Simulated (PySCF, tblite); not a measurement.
**C₆H₁₀FN: a rotation path, then NMR shifts on frames, part 1 of 2**

How do NMR shifts of C₆H₁₀FN (`C=NC[C@@H]1CC[C@@H]1F`) change as the atoms move?

Programs: tblite 0.8.0 and PySCF 2.14.0, with density-fitted response routines of our own. Each step states its level of theory. These are calculated values for one molecule in the gas phase, unless marked as measured. Atoms are numbered from 0 throughout.

## Step 1: Starting geometry

18 atoms, charge 0, multiplicity 1; geometry from: GFN2-xTB.

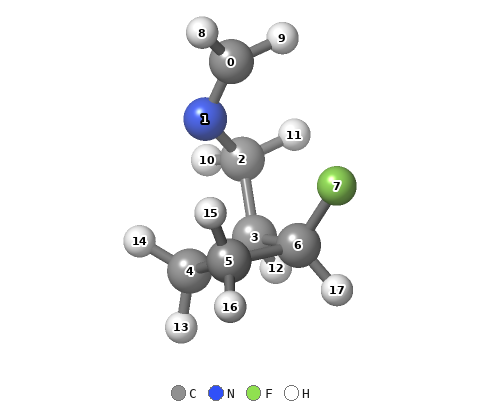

The starting geometry (carbon grey, nitrogen blue, fluorine green, hydrogen white), atoms numbered.

## Step 2: The rotation path with GFN2-xTB

What the job is given:

```
{"job": {"kind": "neb", "xc": "GFN2-xTB", "basis": "xTB", "atoms": [1, 2, 3, 6], "turn": 120}, "charge": 0, "multiplicity": 1}
C      2.324326     0.989704    -0.477703
N      1.473746     0.190700    -0.924006
C      1.058899    -0.934119    -0.140152
C     -0.461601    -0.955947     0.022969
C     -1.234782    -0.585724    -1.257729
C     -1.512892     0.808820    -0.674230
C     -1.052033     0.300086     0.692103
F     -0.166553     1.105229     1.366969
H      2.614329     1.828823    -1.092998
H      2.802543     0.902240     0.503795
H      1.350905    -1.832542    -0.694857
H      1.536248    -0.957261     0.853695
H     -0.747138    -1.895381     0.499890
H     -2.135356    -1.179281    -1.395157
H     -0.638081    -0.598635    -2.164369
H     -0.825892     1.556716    -1.060755
H     -2.534158     1.177183    -0.730416
H     -1.861269     0.085705     1.396533
```

With the program's defaults for keys left out, this is: GFN2-xTB climbing-image nudged elastic band, gas phase.

Launch:

```bash
$ OMP_NUM_THREADS=1 python probes_run.py task.json out
```

One launch serves the whole session: the jobs run in the order shown.

The program printed:

```text
image   E - E0 / eV
  0       0.0000
  1       0.0440
  2       0.1451
  3       0.2488
  4       0.3031
  5       0.2755
  6       0.1851
  7       0.1088
  8       0.0843
```

It took 2.7 s on 1 thread of Arm Neoverse V2, shared host; peak memory 0.18 GiB.

The final band, with the dihedral N1–C2–C3–C6:

```
image  dihedral (°)  energy (eV)  energy (kcal/mol)
    0           -59        0.000                0.0
    1           -42        0.044                1.0
    2           -25        0.145                3.3
    3            -7        0.249                5.7
    4            13        0.303                7.0
    5            32        0.276                6.4
    6            50        0.185                4.3
    7            69        0.109                2.5
    8            86        0.084                1.9
```

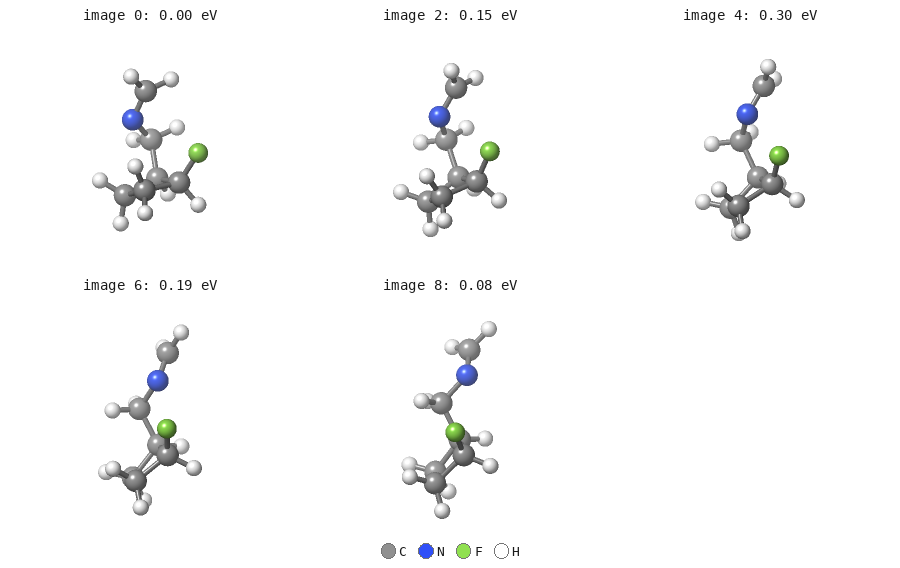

Images along the band.

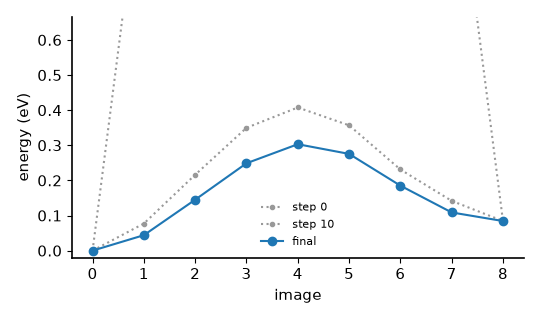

Energy along the band, early and final.

## Step 3: Nuclear shieldings: image 0, PBE0/pcSseg-1

What the job is given:

```
{"job": {"kind": "nmr", "xc": "PBE0", "basis": "pcSseg-1", "pop": false}, "charge": 0, "multiplicity": 1}
C      2.324300     0.989700    -0.477700
N      1.473700     0.190700    -0.924000
C      1.058900    -0.934100    -0.140200
C     -0.461600    -0.955900     0.023000
C     -1.234800    -0.585700    -1.257700
C     -1.512900     0.808800    -0.674200
C     -1.052000     0.300100     0.692100
F     -0.166600     1.105200     1.367000
H      2.614300     1.828800    -1.093000
H      2.802500     0.902200     0.503800
H      1.350900    -1.832500    -0.694900
H      1.536200    -0.957300     0.853700
H     -0.747100    -1.895400     0.499900
H     -2.135400    -1.179300    -1.395200
H     -0.638100    -0.598600    -2.164400
H     -0.825900     1.556700    -1.060800
H     -2.534200     1.177200    -0.730400
H     -1.861300     0.085700     1.396500
```

Method: GIAO PBE0/pcSseg-1 NMR shielding, non-relativistic, gas phase.

The program printed:

```text
coarse grid: 14864 points
cycle   1  E = -388.5961102926  dE =  1.059e+00  |g| = 5.359e-01  |ddm| = 3.721e+00
cycle   2  E = -388.5571131844  dE =  3.900e-02  |g| = 7.315e-01  |ddm| = 1.003e+00
cycle   3  E = -388.6522745935  dE = -9.516e-02  |g| = 1.071e-01  |ddm| = 5.965e-01
cycle   4  E = -388.6540989336  dE = -1.824e-03  |g| = 5.513e-02  |ddm| = 9.675e-02
cycle   5  E = -388.6547243679  dE = -6.254e-04  |g| = 1.079e-02  |ddm| = 4.079e-02
cycle   6  E = -388.6547438058  dE = -1.944e-05  |g| = 4.441e-03  |ddm| = 1.172e-02
cycle   7  E = -388.6547477918  dE = -3.986e-06  |g| = 5.450e-04  |ddm| = 3.967e-03
final grid: 143568 points
cycle   8  E = -388.7102265800  dE = -5.168e-05  |g| = 9.712e-03  |ddm| = 3.330e-02
cycle   9  E = -388.7102077691  dE =  1.881e-05  |g| = 1.373e-02  |ddm| = 1.998e-02
cycle  10  E = -388.7102486930  dE = -4.092e-05  |g| = 2.061e-03  |ddm| = 1.184e-02
cycle  11  E = -388.7102495351  dE = -8.421e-07  |g| = 5.273e-04  |ddm| = 1.602e-03
cycle  12  E = -388.7102495883  dE = -5.319e-08  |g| = 1.725e-04  |ddm| = 4.297e-04
cycle  13  E = -388.7102495934  dE = -5.119e-09  |g| = 4.059e-05  |ddm| = 1.480e-04
cycle  14  E = -388.7102495937  dE = -2.948e-10  |g| = 7.809e-06  |ddm| = 4.379e-05
converged SCF energy = -388.7102495937

GIAO shielding tensors (ppm)
atom      isotropic    diamagn.    paramagn.     s11        s22        s33       span
  0 C       26.658     253.206    -226.548    -77.390     40.108    117.255    194.645
  1 N     -136.254     328.457    -464.711   -512.485   -167.064    270.786    783.271
  2 C      122.088     245.538    -123.450    100.050    114.045    152.169     52.120
  3 C      142.823     252.480    -109.657    133.285    139.674    155.510     22.225
  4 C      170.742     250.134     -79.392    160.069    167.892    184.265     24.196
  5 C      155.035     251.592     -96.556    137.750    150.426    176.930     39.179
  6 C       95.725     240.236    -144.512     60.178     77.858    149.137     88.959
  7 F      377.834     476.528     -98.694    327.856    385.396    420.250     92.394
  8 H       24.210      29.303      -5.092     22.558     23.406     26.666      4.108
  9 H       23.755      30.258      -6.503     20.050     24.262     26.952      6.901
 10 H       27.570      29.526      -1.955     24.281     26.048     32.382      8.101
 11 H       28.040      31.405      -3.364     25.200     26.915     32.006      6.806
 12 H       29.013      32.627      -3.614     25.532     27.537     33.968      8.435
 13 H       30.053      30.407      -0.354     26.781     27.221     36.157      9.376
 14 H       29.038      30.128      -1.090     25.479     27.129     34.507      9.028
 15 H       29.359      30.792      -1.433     26.234     28.844     33.000      6.765
 16 H       29.443      29.490      -0.047     25.831     26.661     35.836     10.005
 17 H       26.587      30.247      -3.660     22.624     27.259     29.879      7.256
```

Run time: 24 s. Hardware: 1 thread of Arm Neoverse V2, shared host; peak memory 0.83 GiB.

Shifts follow as δ = σ(reference) − σ, with reference shieldings (ppm) from runs at the same level and on the same kind of geometry: 1H TMS 31.72, 13C TMS 186.9, 19F CFCl3 170.9, 15N NH3 267.7. The references are single molecules in the gas phase, so shifts against H2O, NH3, PH3, H3PO4 or CFCl3 are not on the usual liquid scales and can be off by tens of ppm. Each atom is listed at this fixed geometry, with no averaging over motion; a spectrum would average atoms that exchange fast.

```
atoms                         environment  σ (ppm)  δ (ppm)
   C0                          C=N carbon     26.7    160.3
   C6                  sp3 CH bonded to F     95.7     91.2
   C2                 sp3 CH2 bonded to N    122.1     64.8
   C3                    sp3 CH in a ring    142.8     44.1
   C5                   sp3 CH2 in a ring    155.0     31.9
   C4                   sp3 CH2 in a ring    170.7     16.2
   H9            hydrogen on a C=N carbon    23.75     7.96
   H8            hydrogen on a C=N carbon    24.21     7.51
  H17   hydrogen on an sp3 CH bonded to F    26.59     5.13
  H10  hydrogen on an sp3 CH2 bonded to N    27.57     4.15
  H11  hydrogen on an sp3 CH2 bonded to N    28.04     3.68
  H12     hydrogen on an sp3 CH in a ring    29.01     2.70
  H14    hydrogen on an sp3 CH2 in a ring    29.04     2.68
  H15    hydrogen on an sp3 CH2 in a ring    29.36     2.36
  H16    hydrogen on an sp3 CH2 in a ring    29.44     2.27
  H13    hydrogen on an sp3 CH2 in a ring    30.05     1.66
   N1                      imine nitrogen   -136.3    404.0
   F7           fluorine on an sp3 carbon    377.8   -206.9
```

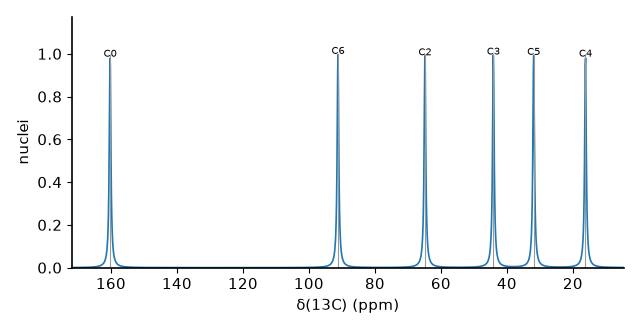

13C lines at the computed shifts, without couplings. Lines are broadened to a width of 0.58 ppm (Lorentzian).

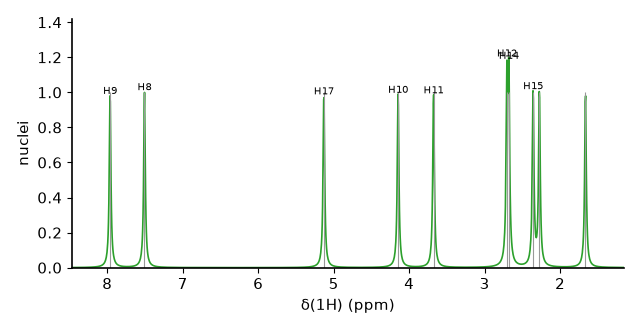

1H lines at the computed shifts, without couplings. Lines are broadened to a width of 0.03 ppm (Lorentzian).

Ring of atoms C3, C4, C5, C6: NICS(0) -2.1, NICS(1) -2.0, NICS(1)zz 0.1 ppm (means of both faces).

## Step 4: NMR shieldings: image 2, PBE0/pcSseg-1

What the job is given:

```
{"job": {"kind": "nmr", "xc": "PBE0", "basis": "pcSseg-1", "pop": false}, "charge": 0, "multiplicity": 1}
C      2.516900     0.960800    -0.105800
N      1.548900     0.463600    -0.719800
C      1.083100    -0.840600    -0.355900
C     -0.401800    -0.839600     0.034200
C     -1.376900    -0.755200    -1.157000
C     -1.680800     0.706900    -0.801000
C     -1.015200     0.480800     0.557000
F     -0.174000     1.471600     0.992500
H      2.841900     1.957000    -0.362300
H      3.063900     0.448000     0.696000
H      1.191700    -1.480100    -1.239700
H      1.682500    -1.278800     0.461400
H     -0.571700    -1.684800     0.703400
H     -2.235900    -1.412700    -1.038000
H     -0.931600    -0.918400    -2.134300
H     -1.102800     1.402200    -1.403600
H     -2.725500     1.008200    -0.781500
H     -1.721400     0.317600     1.377900
```

With the program's defaults for keys left out, this is: GIAO PBE0/pcSseg-1 NMR shielding, non-relativistic, gas phase.

The program printed:

```text
coarse grid: 14864 points
cycle   1  E = -388.5861067272  dE =  1.056e+00  |g| = 5.424e-01  |ddm| = 3.716e+00
cycle   2  E = -388.5444416276  dE =  4.167e-02  |g| = 7.481e-01  |ddm| = 1.059e+00
cycle   3  E = -388.6439086508  dE = -9.947e-02  |g| = 1.113e-01  |ddm| = 6.318e-01
cycle   4  E = -388.6459258313  dE = -2.017e-03  |g| = 5.541e-02  |ddm| = 9.895e-02
cycle   5  E = -388.6465580144  dE = -6.322e-04  |g| = 1.159e-02  |ddm| = 4.054e-02
cycle   6  E = -388.6465811561  dE = -2.314e-05  |g| = 4.341e-03  |ddm| = 1.201e-02
cycle   7  E = -388.6465849742  dE = -3.818e-06  |g| = 5.658e-04  |ddm| = 3.906e-03
final grid: 143568 points
cycle   8  E = -388.7027272207  dE = -5.394e-05  |g| = 9.896e-03  |ddm| = 3.717e-02
cycle   9  E = -388.7027073619  dE =  1.986e-05  |g| = 1.404e-02  |ddm| = 2.048e-02
cycle  10  E = -388.7027503618  dE = -4.300e-05  |g| = 1.972e-03  |ddm| = 1.195e-02
cycle  11  E = -388.7027511221  dE = -7.603e-07  |g| = 5.201e-04  |ddm| = 1.513e-03
cycle  12  E = -388.7027511729  dE = -5.080e-08  |g| = 1.885e-04  |ddm| = 4.341e-04
cycle  13  E = -388.7027511792  dE = -6.322e-09  |g| = 3.729e-05  |ddm| = 1.634e-04
cycle  14  E = -388.7027511795  dE = -2.444e-10  |g| = 8.512e-06  |ddm| = 4.106e-05
converged SCF energy = -388.7027511795

GIAO shielding tensors (ppm)
atom      isotropic    diamagn.    paramagn.     s11        s22        s33       span
  0 C       29.189     253.058    -223.870    -72.045     45.826    113.786    185.830
  1 N     -136.972     328.216    -465.188   -525.168   -158.174    272.427    797.595
  2 C      115.165     244.640    -129.475     96.045    111.812    137.637     41.592
  3 C      144.271     251.228    -106.958    131.301    142.215    159.297     27.996
  4 C      165.113     251.136     -86.023    143.430    167.984    183.924     40.494
  5 C      154.422     251.739     -97.317    136.333    150.016    176.918     40.585
  6 C       96.294     238.395    -142.101     59.765     78.884    150.233     90.468
  7 F      366.790     476.166    -109.376    304.131    373.147    423.091    118.959
  8 H       24.464      29.469      -5.005     22.876     23.455     27.062      4.185
  9 H       23.910      30.119      -6.209     20.299     24.601     26.829      6.530
 10 H       27.437      29.817      -2.379     24.809     26.372     31.131      6.322
 11 H       27.950      31.287      -3.337     24.749     27.053     32.049      7.299
 12 H       29.077      32.784      -3.707     25.081     28.108     34.041      8.960
 13 H       29.810      30.519      -0.709     26.816     27.092     35.523      8.707
 14 H       29.811      30.541      -0.730     26.864     27.417     35.152      8.289
 15 H       28.861      30.127      -1.265     26.330     27.484     32.770      6.440
 16 H       29.367      29.306       0.061     25.771     26.672     35.659      9.888
 17 H       26.515      29.959      -3.444     22.671     27.202     29.673      7.002
```

Run time: 23 s. Hardware: 1 thread of Arm Neoverse V2, shared host; peak memory 0.89 GiB.

In short: δ C0 157.7, C6 90.6, C2 71.8, C3 42.7, H9 7.81, H8 7.25 ppm.

(Continued in part 2 of 2.)
